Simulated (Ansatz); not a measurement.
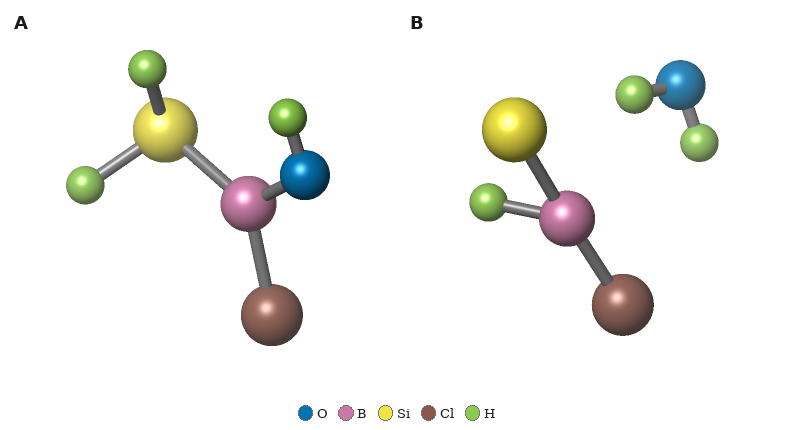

2 stationary structures of one formula. State: charge −1, singlet. Geometries: PBE0-D4/def2-TZVPD. Electronic energies: RHF-CCSD(T) (frozen core)/def2-TZVPPD (Ansatz 0.2.0), without zero-point energy. No frequency run is at hand to confirm each as a minimum. Each is one conformer, not always the lowest.

**Which structure is the most stable?**

A is lowest (C1); B lies 2.127 eV above it (C1).
